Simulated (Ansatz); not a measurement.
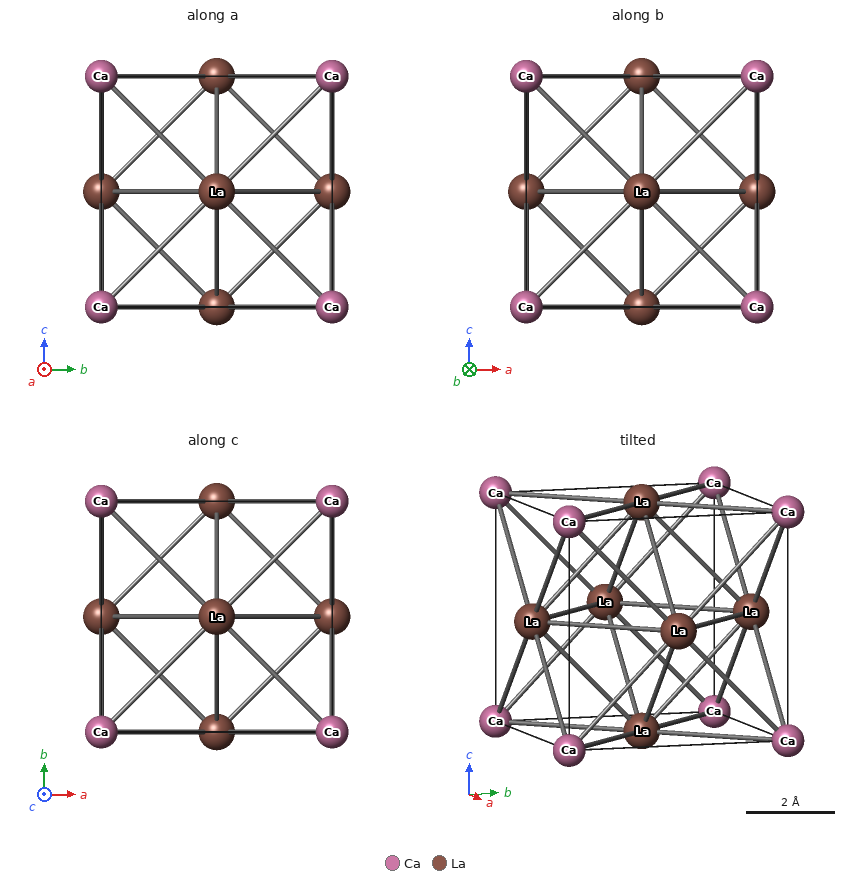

Structure drawing (ball-and-stick), viewed along the a axis, along the b axis, along the c axis and slightly off an axis. The lines enclose the conventional unit cell; boundary atoms appear with their images.

Lattice parameters: a = 5.2780 Å, b = 5.2780 Å, c = 5.2780 Å, α = 90.000°, β = 90.000°, γ = 90.000°.

### Express the structure as a CIF with its space group and independent sites.

```cif
data_structure
_symmetry_space_group_name_H-M 'P m -3 m'
_symmetry_Int_Tables_number 221
_cell_length_a 5.2780
_cell_length_b 5.2780
_cell_length_c 5.2780
_cell_angle_alpha 90.000
_cell_angle_beta 90.000
_cell_angle_gamma 90.000
_cell_volume 147.03
loop_
_atom_site_label
_atom_site_type_symbol
_atom_site_symmetry_multiplicity
_atom_site_Wyckoff_symbol
_atom_site_fract_x
_atom_site_fract_y
_atom_site_fract_z
_atom_site_occupancy
Ca1 Ca 1 a 0.0000 0.0000 0.0000 1
La1 La 3 c 0.0000 0.5000 0.5000 1
```

The initial geometry was a structure type filled with these elements by a generator (whether the compound takes this form wasn't checked). The cell was then strained or its atoms displaced on purpose. Ansatz was used for an electronic-structure calculation on it.
